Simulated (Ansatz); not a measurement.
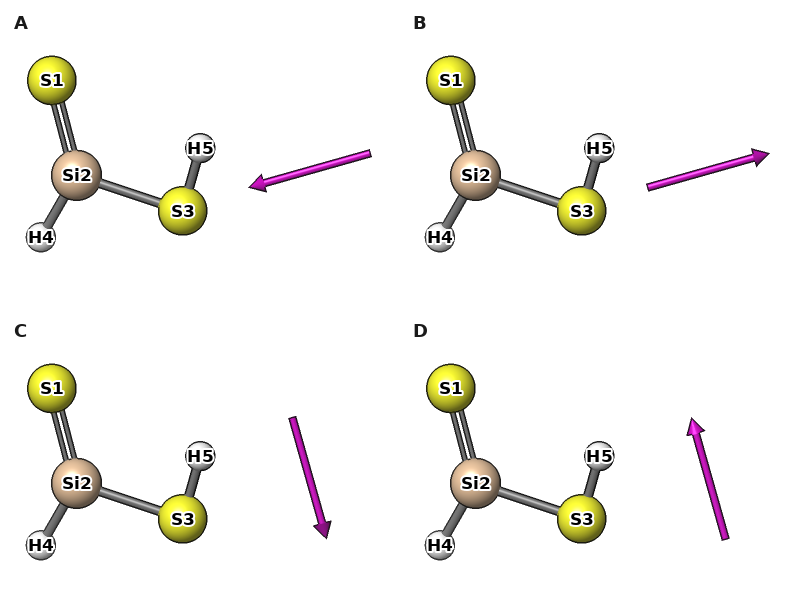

The same molecule four times, each with an arrow. Geometry: a frame of the PBE0-D4/def2-SVP trajectory. Level of theory: RHF-CCSD(T), frozen core/def2-TZVPP (Ansatz 0.2.0).

> Which arrow points along the dipole moment, from the negative to the positive end?

C. The dipole moment is 1.66 D; it points from the side of S1 to the side of S3 (the outermost atoms at the two ends).
